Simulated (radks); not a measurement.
System: In³⁺ (Z = 49, 46 electrons), configuration [Kr] 4d10. Method: Dirac Kohn-Sham, PBE, spin-unpolarised, spherical densities, point nucleus; computed with the in-house radial solver radks.

```
Z 49
configuration [Kr] 4d10
relativity Dirac
functional pbe,pbe
spin unpolarised
j_filling energy
nucleus point
c 137.035999084
```

Wanted: the number of electrons inside radius r (solid) and the radial density 4πr²ρ (dashed).

The count levels off at 46 electrons. Half of them lie within 0.376 bohr, 90 % within 1.25 bohr and 99 % within 2.11 bohr. The radial density has minima at 0.0411, 0.178 and 0.595 bohr, where the count stands at 2.0, 11.2 and 29.0; these part the shells that the density resolves.

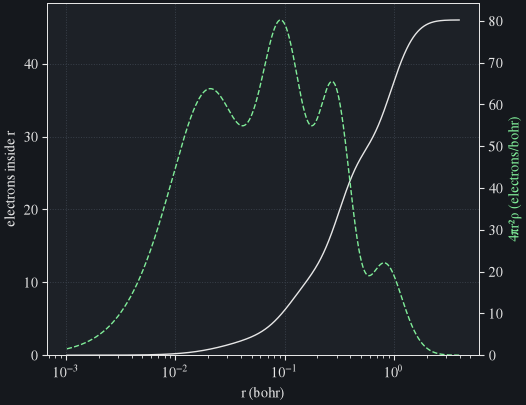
